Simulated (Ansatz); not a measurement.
CClSi (charge −1)

The calculation's input:

```
crystal:
  periodic: [false, false, false]
  atoms:
    - { symbol: C, position_ang: [1.40642, 0.89297, 0.87031] }
    - { symbol: Si, position_ang: [0.15607, 0.09966, 0.09663] }
    - { symbol: Cl, position_ang: [-1.56249, -0.99263, -0.96694] }
total_charge: -1
magnetization:
  spin_polarized: true
basis:
  gaussian: { orbitals: def2-SVP }
hamiltonian:
  xc: pbe
  dispersion: d4
relax:
  f_tol: 0.02
  max_steps: 40
output:
  orbitals: {}
```

Launched as:

```sh
ansatz run input.yaml --threads 1 --pin off --max-ram 2048MiB --backend cpu --events-out ev --progress --plain --runs-dir out
```

The fields are those of the relaxed geometry.

The highest occupied orbital lies above zero, a sign that basis and functional describe the outermost electron poorly.

All numbers below come from Ansatz, UKS PBE-D4/def2-SVP.

> What will maps of the electron density and electron localisation function show?

C–Si (1.70 Å): ρ at the midpoint is about 0.89 e/Å³; the ELF peaks at about 0.70 in the valence shell of C, 0.7 Å from its nucleus, and is about 0.55 at the midpoint.
Si–Cl (2.22 Å): ρ is about 0.61 e/Å³ halfway, with its minimum of 0.48 e/Å³ about 0.8 Å from Si; the ELF peaks at about 0.85 between the atoms, as expected for a shared but strongly polarised pair.

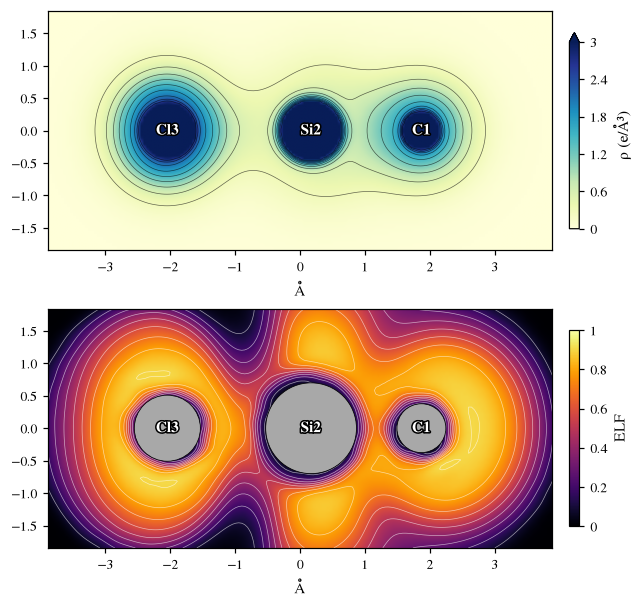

Computed electron density and electron localisation function on a plane that holds the molecular axis, in this order. Grey discs cover the atomic cores in the ELF map. 
